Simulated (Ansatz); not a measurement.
# CH4BBrO: two geometries relaxed

Are the two ends of the shift of H8 from O3 to B2 separate minima, and which lies lower? Each is relaxed from a guess. SMILES of the start: CB(O)Br.

All numbers below are computed with Ansatz 0.2.0 (RKS PBE-D4/def2-SVP).

**1. The system as given**

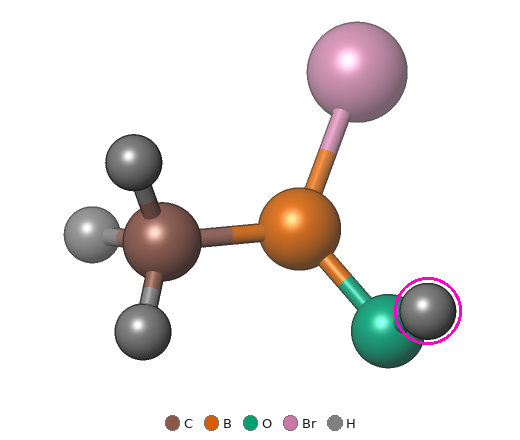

The starting structure, seen from a chosen angle (carbon brown, boron orange, oxygen teal, bromine pink, hydrogen grey). Ringed: H8.

Structure file:

```xyz
8

C    -0.0988    0.9331   -0.0042
B    -0.1785   -0.6092   -0.1097
O     0.2629   -1.4152    0.9975
Br   -0.7965   -1.4862   -1.7627
H     0.2654    1.2846    0.9483
H     0.4909    1.4001   -0.8286
H    -1.1516    1.3747   -0.1216
H     1.2983   -1.5390    0.8252
```

**2. Relaxing end A**

The input, input.yaml:

```yaml
crystal:
  periodic: [false, false, false]
  atoms:
    - { symbol: C, position_ang: [-0.0988, 0.9331, -0.0042] }
    - { symbol: B, position_ang: [-0.1785, -0.6092, -0.1097] }
    - { symbol: O, position_ang: [0.2629, -1.4152, 0.9975] }
    - { symbol: Br, position_ang: [-0.7965, -1.4862, -1.7627] }
    - { symbol: H, position_ang: [0.2654, 1.2846, 0.9483] }
    - { symbol: H, position_ang: [0.4909, 1.4001, -0.8286] }
    - { symbol: H, position_ang: [-1.1516, 1.3747, -0.1216] }
    - { symbol: H, position_ang: [1.2983, -1.539, 0.8252] }
basis:
  gaussian: { orbitals: def2-SVP }
hamiltonian:
  xc: pbe
  dispersion: d4
relax:
  f_tol: 0.02
  max_steps: 50
output:
  orbitals: {}
```

Run with:

```sh
> ansatz run input.yaml --threads 2 --pin off --max-ram 3072MiB --backend cpu --events-out ev --progress --plain --runs-dir out
```

What it wrote, cut to the lines that bear on the results:

```text
Warning: RAYON_NUM_THREADS=2 ignored (pool sized by the plan → 2); use --threads N
[...]
Functional definition: PBE
[...]
1032 factors; their error is unknown
[...]
mean field -73847.18571101 eV, -2713.8340194595 hartree, gradient 1.3e-5 eV, S^2 0.000000; 0 other end points of the search recorded, 0 dependent functions left out
[...]
reference -73847.18574236 eV, -2713.8340206113 hartree; 29, 29 occupied and 65, 65 virtual orbitals, 1032 factors
relax step   1: F+E_penalty+E_count = -73847.32894942 eV  Δ(F+E_penalty+E_count) = +0.000e0 eV  max|allowed force component| = 2.855e0 eV/Å  Δτ_max = 0.0000 Å  (27 SCF iters, accepted)
[...]
relax step   3: F+E_penalty+E_count = -73847.61849390 eV  Δ(F+E_penalty+E_count) = -7.243e-2 eV  max|allowed force component| = 7.228e-1 eV/Å  Δτ_max = 0.0298 Å  (27 SCF iters, accepted)
[...]
relax step   5: F+E_penalty+E_count = -73847.72669410 eV  Δ(F+E_penalty+E_count) = -4.380e-2 eV  max|allowed force component| = 2.323e0 eV/Å  Δτ_max = 0.1951 Å  (33 SCF iters, accepted)
[...]
relax step   7: F+E_penalty+E_count = -73848.16261895 eV  Δ(F+E_penalty+E_count) = -1.259e-1 eV  max|allowed force component| = 3.630e-1 eV/Å  Δτ_max = 0.1373 Å  (26 SCF iters, accepted)
[...]
relax step   9: F+E_penalty+E_count = -73848.19568671 eV  Δ(F+E_penalty+E_count) = +2.179e-2 eV  max|allowed force component| = 2.718e-1 eV/Å  Δτ_max = 0.0972 Å  (27 SCF iters, rejected (line search))
[...]
relax step  10: F+E_penalty+E_count = -73848.22204682 eV  Δ(F+E_penalty+E_count) = -4.567e-3 eV  max|allowed force component| = 6.254e-2 eV/Å  Δτ_max = 0.0383 Å  (27 SCF iters, accepted)
[...]
relax step  11: F+E_penalty+E_count = -73848.22223037 eV  Δ(F+E_penalty+E_count) = -1.835e-4 eV  max|allowed force component| = 6.739e-3 eV/Å  Δτ_max = 0.0050 Å  (28 SCF iters, accepted)
1032 factors; their error is unknown
[...]
mean field -73848.07856002 eV, -2713.8668310552 hartree, gradient 1.1e-5 eV, S^2 0.000000; 1 other end points of the search recorded, 0 dependent functions left out
[...]
reference -73848.07859095 eV, -2713.8668321917 hartree; 29, 29 occupied and 65, 65 virtual orbitals, 1032 factors
Total energy: -73848.22226129 eV, -2713.8721119797 hartree
Atom 0 at    -0.158013     1.035536    -0.015552 Å, force     0.003370     0.000229     0.000966 eV/Å
Atom 1 at     0.059361    -0.514126    -0.066586 Å, force    -0.005383     0.004324    -0.003257 eV/Å
Atom 2 at     0.699905    -1.176640     0.926975 Å, force     0.003149    -0.006031     0.003536 eV/Å
Atom 3 at    -0.603633    -1.551894    -1.598828 Å, force     0.000798    -0.000452    -0.000587 eV/Å
Atom 4 at     0.261835     1.482633     0.906605 Å, force     0.001028    -0.002773     0.000360 eV/Å
Atom 5 at     0.310433     1.523781    -0.895613 Å, force    -0.000108    -0.001512    -0.000588 eV/Å
Atom 6 at    -1.239141     1.280161    -0.072799 Å, force    -0.002316    -0.000524    -0.000334 eV/Å
Atom 7 at     0.761353    -2.136550     0.759998 Å, force    -0.000538     0.006739    -0.000096 eV/Å
Dipole moment:     0.079091    -0.045775     0.132495 e Å
```

Run time: 6.3 s. Hardware: 2 threads of AMD EPYC 9R45 (Zen 5), shared host; peak memory 0.16 GiB.

Step by step:

| step | energy from step 1 (eV) | largest force component (eV/Å) |
| --- | --- | --- |
| 1 | 0.0000 | 2.8555 |
| 2 | -0.2171 | 1.4819 |
| 3 | -0.2895 | 0.7228 |
| 4 | -0.3539 | 0.4361 |
| 5 | -0.3977 | 2.3235 |
| 6 | -0.7077 | 0.9804 |
| 7 | -0.8337 | 0.3630 |
| 8 | -0.8885 | 0.1921 |
| 9x | -0.8667 | 0.2718 |
| 10 | -0.8931 | 0.0625 |
| 11 | -0.8933 | 0.0067 |

Step 1 is the start. 1 step was tried and not accepted (marked x).

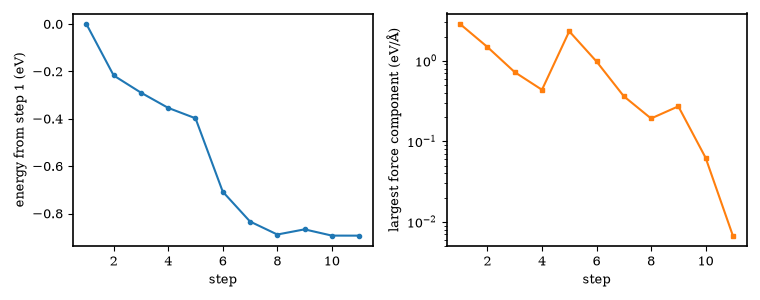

How energy and force went from step to step.

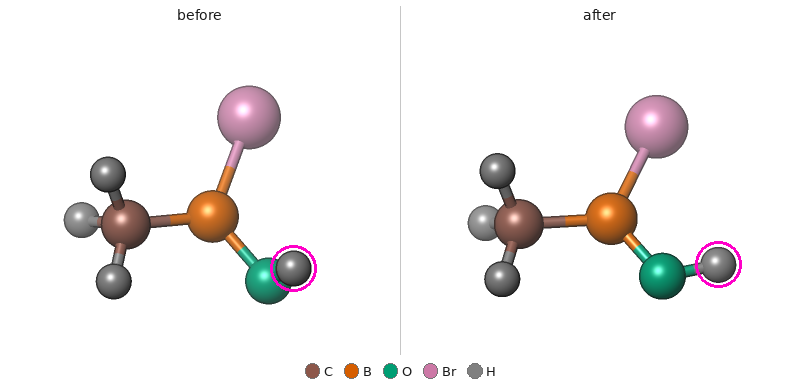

Before and after, at one scale.

After: Bond lengths: C1–B2 1.566 Å, B2–O3 1.355 Å, B2–Br4 1.966 Å, C1–H5 1.107 Å, C1–H6 1.110 Å, C1–H7 1.110 Å, O3–H8 0.976 Å. Angles: C1–B2–O3 121.7°, C1–B2–Br4 120.1°, O3–B2–Br4 118.2°, B2–C1–H5 112.0°, B2–C1–H6 110.5°, B2–C1–H7 110.6°, H5–C1–H6 108.8°, H5–C1–H7 108.9°, H6–C1–H7 105.9°, B2–O3–H8 112.6°.

**3. Relaxing end B**

The second end starts from a geometry with the move made by hand.

Changes to input.yaml since step 2:

```diff
@@ -10,3 +10,3 @@
     - { symbol: H, position_ang: [-1.1516, 1.3747, -0.1216] }
-    - { symbol: H, position_ang: [1.2983, -1.539, 0.8252] }
+    - { symbol: H, position_ang: [-1.25106, -0.68082, 0.35223] }
 basis:
```

Run with:

```sh
> ansatz run input.yaml --threads 2 --pin off --max-ram 3072MiB --backend cpu --events-out ev --progress --plain --runs-dir out
```

What it wrote, cut to the lines that bear on the results:

```text
Warning: RAYON_NUM_THREADS=2 ignored (pool sized by the plan → 2); use --threads N
[...]
Functional definition: PBE
[...]
1032 factors; their error is unknown
[...]
mean field -73843.48346167 eV, -2713.6979643054 hartree, gradient 7.7e-5 eV, S^2 0.000000; 0 other end points of the search recorded, 0 dependent functions left out
[...]
reference -73843.48349140 eV, -2713.6979653981 hartree; 29, 29 occupied and 65, 65 virtual orbitals, 1032 factors
relax step   1: F+E_penalty+E_count = -73843.63056789 eV  Δ(F+E_penalty+E_count) = +0.000e0 eV  max|allowed force component| = 4.734e0 eV/Å  Δτ_max = 0.0000 Å  (32 SCF iters, accepted)
[...]
relax step   4: F+E_penalty+E_count = -73846.29337194 eV  Δ(F+E_penalty+E_count) = -1.063e0 eV  max|allowed force component| = 2.657e0 eV/Å  Δτ_max = 0.1952 Å  (33 SCF iters, accepted)
[...]
relax step   7: F+E_penalty+E_count = -73847.55888581 eV  Δ(F+E_penalty+E_count) = -2.960e-1 eV  max|allowed force component| = 1.502e0 eV/Å  Δτ_max = 0.2000 Å  (33 SCF iters, accepted)
[...]
relax step  10: F+E_penalty+E_count = -73847.80983203 eV  Δ(F+E_penalty+E_count) = -1.138e-1 eV  max|allowed force component| = 9.582e-1 eV/Å  Δτ_max = 0.0975 Å  (28 SCF iters, accepted)
[...]
relax step  12: F+E_penalty+E_count = -73848.13062715 eV  Δ(F+E_penalty+E_count) = -1.911e-1 eV  max|allowed force component| = 6.470e-1 eV/Å  Δτ_max = 0.2000 Å  (33 SCF iters, accepted)
[...]
relax step  13: F+E_penalty+E_count = -73848.21388827 eV  Δ(F+E_penalty+E_count) = -8.326e-2 eV  max|allowed force component| = 1.192e-1 eV/Å  Δτ_max = 0.2000 Å  (33 SCF iters, accepted)
[...]
1032 factors; their error is unknown
mean field -73848.06752173 eV, -2713.8664254056 hartree, gradient 1.6e-5 eV, S^2 0.000000; 0 other end points of the search recorded, 0 dependent functions left out
[...]
reference -73848.06755270 eV, -2713.8664265436 hartree; 29, 29 occupied and 65, 65 virtual orbitals, 1032 factors
```

**4. The log goes on: end point B relaxed**

The log, continued, cut to the lines that bear on the results:

```text
relax step  14: F+E_penalty+E_count = -73848.21114081 eV  Δ(F+E_penalty+E_count) = +2.747e-3 eV  max|allowed force component| = 1.439e-1 eV/Å  Δτ_max = 0.0912 Å  (27 SCF iters, rejected (line search))
[...]
relax step  16: F+E_penalty+E_count = -73848.22074720 eV  Δ(F+E_penalty+E_count) = -2.145e-3 eV  max|allowed force component| = 2.175e-2 eV/Å  Δτ_max = 0.0666 Å  (27 SCF iters, accepted)
[...]
relax step  18: F+E_penalty+E_count = -73848.22179582 eV  Δ(F+E_penalty+E_count) = -4.291e-4 eV  max|allowed force component| = 4.164e-2 eV/Å  Δτ_max = 0.0070 Å  (29 SCF iters, accepted)
[...]
relax step  20: F+E_penalty+E_count = -73848.22214907 eV  Δ(F+E_penalty+E_count) = -8.119e-5 eV  max|allowed force component| = 2.059e-2 eV/Å  Δτ_max = 0.0280 Å  (27 SCF iters, accepted)
[...]
reference -73848.07858562 eV, -2713.8668319960 hartree; 29, 29 occupied and 65, 65 virtual orbitals, 1032 factors
Total energy: -73848.22224345 eV, -2713.8721113239 hartree
Atom 0 at    -0.064512     1.127360    -0.111864 Å, force    -0.000296     0.000267    -0.001634 eV/Å
Atom 1 at    -0.435032    -0.393856    -0.116620 Å, force    -0.000042    -0.000386     0.002685 eV/Å
Atom 2 at    -0.416421    -1.133793     1.018761 Å, force    -0.001263     0.001692     0.000204 eV/Å
Atom 3 at    -0.945882    -1.279760    -1.795457 Å, force     0.000421     0.001561     0.001696 eV/Å
Atom 4 at     0.206735     1.483196     0.901319 Å, force    -0.000426    -0.000427    -0.003535 eV/Å
Atom 5 at     0.782506     1.326104    -0.801375 Å, force    -0.003748    -0.001572     0.002987 eV/Å
Atom 6 at    -0.913011     1.735408    -0.489998 Å, force     0.003710    -0.002510     0.001015 eV/Å
Atom 7 at    -0.671642    -2.063579     0.866464 Å, force     0.001644     0.001375    -0.003418 eV/Å
Dipole moment:     0.011439    -0.056863     0.150377 e Å
```

Run time: 13 s. Hardware: 2 threads of AMD EPYC 9R45 (Zen 5), shared host; peak memory 0.16 GiB.

The steps of the relaxation:

| step | energy from step 1 (eV) | largest force component (eV/Å) |
| --- | --- | --- |
| 1 | 0.0000 | 4.7344 |
| 2 | -0.7583 | 1.8483 |
| 3 | -1.5997 | 2.3347 |
| 4 | -2.6628 | 2.6567 |
| 5 | -3.1978 | 4.7291 |
| 6 | -3.6323 | 2.6046 |
| 7 | -3.9283 | 1.5020 |
| 8x | -3.6164 | 3.5584 |
| 9 | -4.0655 | 0.7141 |
| 10 | -4.1793 | 0.9582 |
| 11 | -4.3089 | 1.0978 |
| 12 | -4.5001 | 0.6470 |
| 13 | -4.5833 | 0.1192 |
| 14x | -4.5806 | 0.1439 |
| 15 | -4.5880 | 0.1417 |
| 16 | -4.5902 | 0.0218 |
| 17 | -4.5908 | 0.0828 |
| 18 | -4.5912 | 0.0416 |
| 19 | -4.5915 | 0.0134 |
| 20 | -4.5916 | 0.0206 |
| 21x | -4.5915 | 0.0443 |
| 22 | -4.5916 | 0.0037 |

Step 1 is the start. 3 steps were tried and not accepted (marked x).

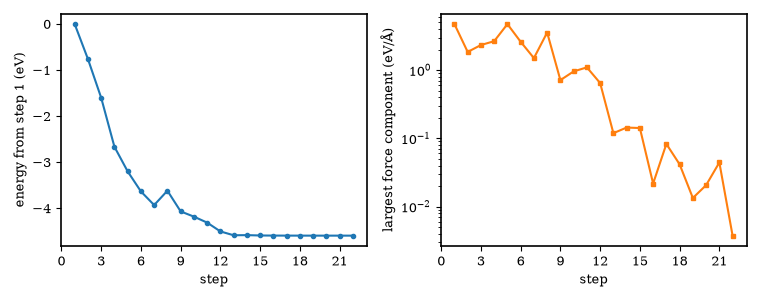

How energy and force went from step to step.

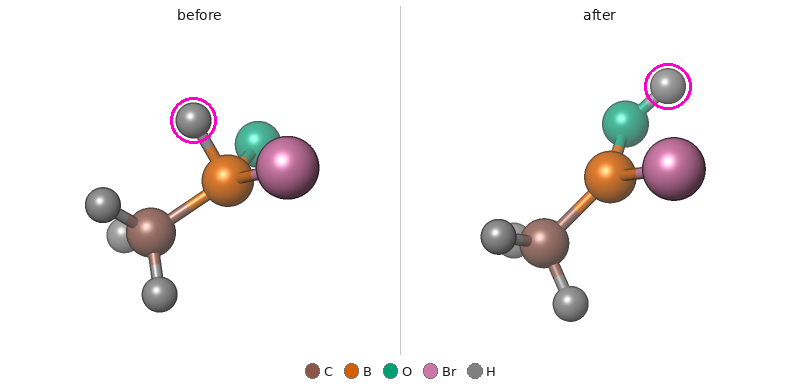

The structure before (left) and after (right), drawn at the same scale.

After: Bond lengths: C1–B2 1.566 Å, B2–O3 1.355 Å, B2–Br4 1.966 Å, C1–H5 1.108 Å, C1–H6 1.110 Å, C1–H7 1.110 Å, O3–H8 0.976 Å. Angles: C1–B2–O3 121.6°, C1–B2–Br4 120.1°, O3–B2–Br4 118.2°, B2–C1–H5 111.9°, B2–C1–H6 110.6°, B2–C1–H7 110.5°, H5–C1–H6 108.9°, H5–C1–H7 108.8°, H6–C1–H7 105.9°, B2–O3–H8 112.7°.

Pairs that crossed the distance rule for bonds on the way: came closer O3–H8; moved apart B2–H8.

**5. Results**

| quantity | value |
| --- | --- |
| end A | 9 moves, 0.893 eV lower |
| end B | 18 moves, 4.592 eV lower |
| largest difference between the ends | 0.01 Å |
| end B relative to end A | +0.000 eV |

Both starts fell into the same minimum (no atom differs by more than 0.01 Å), so from this start no second minimum was found and no band was run; another arrangement could still be one.
